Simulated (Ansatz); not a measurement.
Molecule (SMILES): FOF.
Atoms: F1, O2, F3. Bonds: F1-O2, O2-F3.

Basis-set convergence of the lowest harmonic wavenumber at MP2 with Ansatz (a first-principles code). Each level at its own minimum, finite differences of forces, unscaled; the reference is a large set that could be run, not a limit. Cartesian d functions, on some or all atoms, in 6-31G*; all else is spherical. Cores are frozen. A restricted Hartree-Fock determinant is unstable towards unrestricted orbitals. No added dispersion term, no relativity. Reference: the value in def2-QZVPP, 486 cm⁻¹, itself unsure by roughly 3 cm⁻¹ (its mean distance from cc-pVQZ, aug-cc-pVTZ, def2-TZVPPD). Deviations are taken from unrounded values. Cost is core time over that of 6-311G**, rough, on shared machines of one kind.

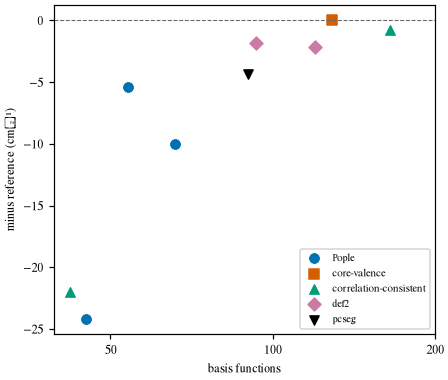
Fig. 1. Deviation from the reference against the number of basis functions, by family of sets.

| basis | functions | lowest harmonic wavenumber (cm⁻¹) | minus reference (cm⁻¹) | cost |
|---|---|---|---|---|
| cc-pVDZ | 42 | 464 | -22 | 0.6× |
| 6-31G* | 45 | 462 | -24 | 0.7× |
| 6-311G** | 54 | 481 | -5 | 1× |
| 6-311+G** | 66 | 476 | -10 | 1× |
| pcseg-2 | 90 | 482 | -4 | 2× |
| def2-TZVPP | 93 | 485 | -2 | 2× |
| def2-TZVPPD | 120 | 484 | -2 | 4× |
| cc-pCVTZ | 129 | 486 | 0 | 6× |
| cc-pVQZ | 165 | 486 | -1 | 10× |
